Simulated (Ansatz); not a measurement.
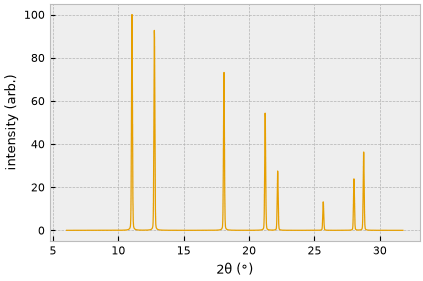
Fig. 1. Simulated powder pattern, Ag Kα, λ = 0.560885 Å

The pattern belongs to a structure relaxed with the program Ansatz at the PBE level (PAW).

Task: Which of these materials gives this?
(A) SrO, rock salt
(B) NbRu, rock salt
(C) AlIr, rock salt
(D) HfIr3, I4/mmm (Ir on 2b, Ir on 4d, Hf on 2a)

Result: C, AlIr, rock salt

Space group Fm-3m (rock salt). The start of the workflow was typed in or built on a structure type; neither database checked (COD, Materials Project) lists it. Its standing as an ambient phase is unchecked. The cell was relaxed with PBE under the symmetry of its start; whether a distortion lowers the energy is not shown. No spin polarisation was allowed. Scalar-relativistic: spin–orbit coupling is off unless named, which matters more the heavier the elements.

Potentials: the earlier of the program's two PAW sets.
